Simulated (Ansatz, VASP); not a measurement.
# FeCuSO: VASP beside Ansatz

Aim: how closely do two programs agree when they are given the same cell, functional and k mesh?

Method: plane waves, with VASP 6.6.1 beside it; single point at PBE, in Ansatz 0.2.0.

## (1) Set-up

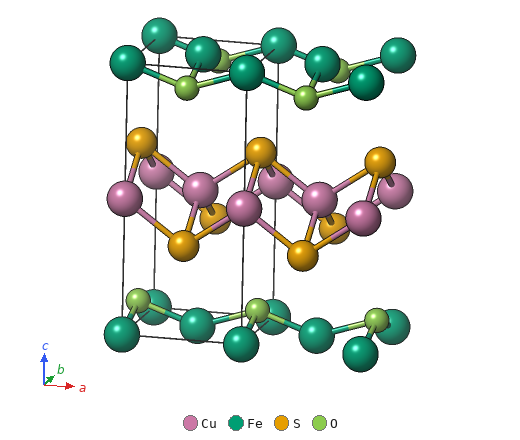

The cell as given, slightly off an axis (copper pink, iron teal, sulfur orange, oxygen green). 2×1×1 cells are drawn. Some periodic images of atoms are drawn too.

As a file:

```
Cu Fe S O
1.0
     3.82190    0.00000    0.00000
     0.00000    3.82190    0.00000
     0.00000    0.00000    8.64500
Cu Fe S O
2 2 2 2
Direct
  0.50000 0.50000 0.50000
  0.00000 0.00000 0.50000
  0.00000 0.00000 0.00000
  0.50000 0.50000 0.00000
  0.00000 0.50000 0.65580
  0.50000 0.00000 0.34420
  0.00000 0.50000 0.07440
  0.50000 0.00000 0.92560
```

## (2) VASP: single point, PBE

A single point gives forces, pressure and levels at one fixed geometry, so differences don't come from the geometry; what else differs is listed under the comparison.

Lines of VASP's logs that name or quote its potential files are left out, and so is its time.

INCAR reads:

```
SYSTEM = FeCuSO
PREC = Normal
ENCUT = 480
EDIFF = 1E-06
NELM = 150
ISMEAR = 0
SIGMA = 0.05
LREAL = .FALSE.
ALGO = Normal
GGA = PE
NBANDS = 43
ISPIN = 2
MAGMOM = 0.6 0.6 3 3 0 0 0 0
LMAXMIX = 4
LORBIT = 11
LWAVE = .FALSE.
LCHARG = .TRUE.
KPAR = 2
AMIX = 0.2
BMIX = 1E-04
AMIX_MAG = 0.8
BMIX_MAG = 1E-04
```

POSCAR reads:

```
FeCuSO
1.0
    3.8219000000      0.0000000000      0.0000000000
    0.0000000000      3.8219000000      0.0000000000
    0.0000000000      0.0000000000      8.6450000000
Cu Fe S O
2 2 2 2
Direct
    0.5000000000      0.5000000000      0.5000000000
    0.0000000000      0.0000000000      0.5000000000
    0.0000000000      0.0000000000      0.0000000000
    0.5000000000      0.5000000000      0.0000000000
    0.0000000000      0.5000000000      0.6558000000
    0.5000000000      0.0000000000      0.3442000000
    0.0000000000      0.5000000000      0.0744000000
    0.5000000000      0.0000000000      0.9256000000
```

KPOINTS reads:

```
Automatic mesh
0
Gamma
5 5 2
0 0 0
```

The projector-augmented-wave data sets are Cu, Fe, S and O (PBE family, release 64).

Started as:

```console
mpirun -np 2 vasp_std
```

Numbers of over 12 decimals in the logs are rounded to 6 here.

Output:

```text
[banner, memory and clock lines left out]
running    2 mpi-ranks, on    1 nodes
 distrk:  each k-point on    1 cores,    2 groups
 distr:  one band on    1 cores,    1 groups

 POSCAR found type information on POSCAR CuFeS O
 POSCAR found :  4 types and       8 ions
 LDA part: xc-table for (Slater+PW92), standard interpolation
 POSCAR, INCAR and KPOINTS ok, starting setup
 FFT: planning ... GRIDC
 FFT: planning ... GRID_SOFT
 FFT: planning ... GRID
 WAVECAR not read
 entering main loop
       N       E                     dE             d eps       ncg     rms          rms(c)
DAV:   1     0.615317586207E+03    0.61532E+03   -0.25667E+04  2072   0.163E+03
DAV:   2     0.551429662974E+02   -0.56017E+03   -0.52678E+03  2100   0.390E+02
DAV:   3    -0.469686856205E+02   -0.10211E+03   -0.94476E+02  2701   0.181E+02
DAV:   4    -0.548544970876E+02   -0.78858E+01   -0.77472E+01  3096   0.548E+01
DAV:   5    -0.550546979439E+02   -0.20020E+00   -0.19966E+00  3101   0.997E+00    0.306E+01
DAV:   6    -0.649841928004E+02   -0.99295E+01   -0.12535E+02  3437   0.848E+01    0.772E+01
DAV:   7    -0.466594187218E+02    0.18325E+02   -0.85071E+01  3401   0.767E+01    0.229E+01
DAV:   8    -0.455696214781E+02    0.10898E+01   -0.66016E+00  3344   0.226E+01    0.196E+01
DAV:   9    -0.454737903546E+02    0.95831E-01   -0.12642E+00  3002   0.217E+01    0.149E+01
DAV:  10    -0.461806445480E+02   -0.70685E+00   -0.66596E+00  3663   0.335E+01    0.238E+01
DAV:  11    -0.457710958222E+02    0.40955E+00   -0.22160E+00  3302   0.154E+01    0.106E+01
DAV:  12    -0.454185913090E+02    0.35250E+00   -0.26305E+00  3402   0.189E+01    0.577E+00
DAV:  13    -0.454088707245E+02    0.97206E-02   -0.22087E-01  3386   0.503E+00    0.390E+00
DAV:  14    -0.453868710662E+02    0.22000E-01   -0.11503E-01  3603   0.287E+00    0.184E+00
DAV:  15    -0.453888989002E+02   -0.20278E-02   -0.12900E-02  3131   0.850E-01    0.124E+00
DAV:  16    -0.453875077952E+02    0.13911E-02   -0.40688E-03  3556   0.740E-01    0.680E-01
DAV:  17    -0.453860521856E+02    0.14556E-02   -0.59024E-03  3676   0.694E-01    0.145E-01
DAV:  18    -0.453861209035E+02   -0.68718E-04   -0.79552E-04  3226   0.263E-01    0.936E-02
DAV:  19    -0.453861281926E+02   -0.72891E-05   -0.12234E-04  3165   0.103E-01    0.657E-02
DAV:  20    -0.453861385217E+02   -0.10329E-04   -0.34168E-05  3327   0.567E-02    0.554E-02
DAV:  21    -0.453861403990E+02   -0.18772E-05   -0.30509E-05  3143   0.727E-02    0.457E-02
DAV:  22    -0.453861417593E+02   -0.13603E-05   -0.19505E-05  3315   0.467E-02    0.167E-02
DAV:  23    -0.453861422455E+02   -0.48620E-06   -0.89107E-06  2612   0.194E-02
   1 F= -.45386142E+02 E0= -.45382376E+02  d E =-.753311E-02  mag=     8.7608
```

From OUTCAR (step 2):

```text
ion  position               nearest neighbor table
   1  0.500  0.500  0.500-   5 2.34   6 2.34   6 2.34   5 2.34   2 2.70   2 2.70   2 2.70   2 2.70

  LATTYP: Found a simple tetragonal cell.
 ALAT       =     3.8219000000
 C/A-ratio  =     2.2619639446

 Subroutine GETGRP returns: Found 16 space group operations
 (whereof  8 operations were pure point group operations)

The static configuration has the point symmetry D_2d.
 The point group associated with its full space group is D_4h.

 Found     12 irreducible k-points:

   k-points           NKPTS =     12   k-points in BZ     NKDIM =     12   number of bands    NBANDS=     43

   dimension x,y,z NGX =    20 NGY =   20 NGZ =   48
   dimension x,y,z NGXF=    40 NGYF=   40 NGZF=   96

   ENCUT  =  480.0 eV  35.28 Ry    5.94 a.u.   6.83  6.83 15.44*2*pi/ulx,y,z

   NELECT =      62.0000    total number of electrons

 k-points in reciprocal lattice and weights: Automatic mesh
   0.00000000  0.00000000  0.00000000       0.020
   0.20000000  0.00000000  0.00000000       0.080
   0.40000000  0.00000000  0.00000000       0.080
   0.20000000  0.20000000  0.00000000       0.080
   0.40000000  0.20000000  0.00000000       0.160
   0.40000000  0.40000000  0.00000000       0.080
   0.00000000  0.00000000  0.50000000       0.020
   0.20000000  0.00000000  0.50000000       0.080
   0.40000000  0.00000000  0.50000000       0.080
   0.20000000  0.20000000  0.50000000       0.080
   0.40000000  0.20000000  0.50000000       0.160
   0.40000000  0.40000000  0.50000000       0.080

 average (electrostatic) potential at core
       1 -67.3734       2 -67.3734       3 -46.8477       4 -46.8477       5 -87.8066
       6 -87.8066       7 -72.2807       8 -72.2807

 E-fermi :   3.5886

 spin component 1
 k-point     1 :       0.0000    0.0000    0.0000
  band No.  band energies     occupation
    ...
     29       2.1287      1.00000
     30       2.1634      1.00000
     31       2.2675      1.00000
     32       2.2675      1.00000
     33       2.7503      1.00000
     34       3.6242      0.15695
     35       4.1925      0.00000
     36       4.1925      0.00000
     37       5.2656      0.00000
     38       7.9328      0.00000
    ...

 k-point     2 :       0.2000    0.0000    0.0000
  band No.  band energies     occupation
    ...
     31       2.2109      1.00000
     32       2.7864      1.00000
     33       2.9837      1.00000
     34       3.5210      0.97209
     35       3.5272      0.95883
     36       4.1272      0.00000
     37       6.2699      0.00000
     38       8.1087      0.00000
     39       8.4462      0.00000
     40       8.7118      0.00000
    ...

 k-point     3 :       0.4000    0.0000    0.0000
  band No.  band energies     occupation
    ...
     31       2.4019      1.00000
     32       2.7489      1.00000
     33       3.2460      1.00000
     34       3.3983      1.00000
     35       3.4368      0.99999
     36       3.8799      0.00000
     37       7.6557      0.00000
     38       7.8317      0.00000
     39       8.0569      0.00000
     40       9.0975      0.00000
    ...

 k-point     4 :       0.2000    0.2000    0.0000
  band No.  band energies     occupation
    ...
     32       2.7775      1.00000
     33       3.1356      1.00000
     34       3.4084      1.00000
     35       3.4542      0.99993
     36       3.5876      0.51154
     37       6.8661      0.00000
     38       8.6223      0.00000
     39       9.0532      0.00000
     40       9.3667      0.00000
     41       9.7758      0.00000
    ...

 k-point     5 :       0.4000    0.2000    0.0000
  band No.  band energies     occupation
    ...
     32       2.8155      1.00000
     33       2.9636      1.00000
     34       2.9923      1.00000
     35       3.2756      1.00000
     36       3.3453      1.00000
     37       8.0365      0.00000
     38       8.3453      0.00000
     39       8.8183      0.00000
     40       9.3022      0.00000
     41      10.1951      0.00000
    ...

 k-point     6 :       0.4000    0.4000    0.0000
  band No.  band energies     occupation
    ...
     32       2.3719      1.00000
     33       2.4706      1.00000
     34       2.7410      1.00000
     35       3.0386      1.00000
     36       3.0776      1.00000
     37       8.0926      0.00000
     38       8.4889      0.00000
     39       9.1446      0.00000
     40       9.2491      0.00000
     41      10.1052      0.00000
    ...

  Total       -0.4875919     -0.4875919     -2.4043967      0.0000000      0.0000000     -0.0000000
  in kB       -6.1864772     -6.1864772    -30.5065484      0.0000000      0.0000000     -0.0000000
  external PRESSURE =     -14.2931676 kB  Pullay stress =       0.0000000 kB

  energy-cutoff  :      480.00
  volume of cell :      126.28
      direct lattice vectors                 reciprocal lattice vectors
     3.821900000  0.000000000  0.000000000     0.261649965  0.000000000  0.000000000
     0.000000000  3.821900000  0.000000000     0.000000000  0.261649965  0.000000000
     0.000000000  0.000000000  8.645000000     0.000000000  0.000000000  0.115673800

 POSITION                                       TOTAL-FORCE (eV/Angst)
 -----------------------------------------------------------------------------------
      1.91095      1.91095      4.32250         0.000000     -0.000000      0.000000
      0.00000      0.00000      4.32250         0.000000      0.000000      0.000000
      0.00000      0.00000      0.00000         0.000000      0.000000      0.000000
      1.91095      1.91095      0.00000        -0.000000      0.000000      0.000000
      0.00000      1.91095      5.66939         0.000000      0.000000      0.049538
      1.91095      0.00000      2.97561         0.000000      0.000000     -0.049538
      0.00000      1.91095      0.64319         0.000000     -0.000000     -0.227711
      1.91095      0.00000      8.00181        -0.000000      0.000000      0.227711
 -----------------------------------------------------------------------------------
    total drift:                               -0.000000      0.000000      0.000000

  FREE ENERGIE OF THE ION-ELECTRON SYSTEM (eV)
  ---------------------------------------------------
  free  energy   TOTEN  =       -45.3861422455 eV

  energy  without entropy=      -45.3786091310  energy(sigma->0) =      -45.38237569

 total charge
# of ion       s       p       d       tot
------------------------------------------
    1        0.383   0.394   9.173   9.949
    2        0.383   0.394   9.173   9.949
    3        0.333   0.418   6.046   6.797
    4        0.333   0.418   6.046   6.797
    5        1.343   2.306   0.000   3.649
    6        1.343   2.306   0.000   3.649
    7        1.567   3.418   0.000   4.986
    8        1.567   3.418   0.000   4.986
--------------------------------------------------
tot          7.252  13.073  30.438  50.763

 magnetization (x)
# of ion       s       p       d       tot
------------------------------------------
    1       -0.000   0.008   0.074   0.082
    2       -0.000   0.008   0.074   0.082
    3        0.035   0.030   3.594   3.659
    4        0.035   0.030   3.594   3.659
    5        0.003   0.085   0.000   0.088
    6        0.003   0.085   0.000   0.088
    7        0.022   0.341   0.000   0.363
    8        0.022   0.341   0.000   0.363
--------------------------------------------------
tot          0.119   0.928   7.335   8.383

[... 6 further parts left out ...]
```

The run ends at a pressure of -1.43 GPa, with forces up to 0.23 eV/Å.

(Part 1 of 2 ends here.)

[Lines on the potential files, build, host, timing and source positions are cut from VASP's logs without a mark.]

[Logs are printed without paths, hosts, clocks, repeated set-up lines and the standing remarks that a program may print on its own settings, such as how far it seeks lower states.]

[Hosts, paths, dates, database ids (printed as entryN), source tags and the programs' standing remarks are cut or masked in the printed files.]
